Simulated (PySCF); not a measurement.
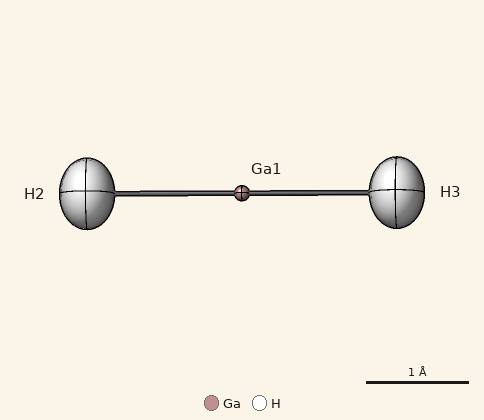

Displacement ellipsoids at the 50 % level, enlarged 2 times, from the internal vibrations of the free molecule (harmonic, no overall translation or rotation; no half-axis is drawn under 0.075 Å). Charge +1, singlet. Vibrations computed with RKS-based PBE0, Ga def2-TZVP, H def2-TZVP; non-relativistic; density fitting (PySCF 2.14.0). Temperature: 298 K.

**Which atom moves most?**

H2, H3, with U_eq = 0.0112 Å².

List U_eq and the three principal root-mean-square amplitudes for each kind of atom.

```json
{"atom": "Ga1", "U_eq (Å²)": "< 0.00001", "rms amplitudes (Å)": "0.002, 0.003, 0.003"}
{"atom": "H2, H3", "U_eq (Å²)": "0.0112", "rms amplitudes (Å)": "0.088, 0.114, 0.114"}
```
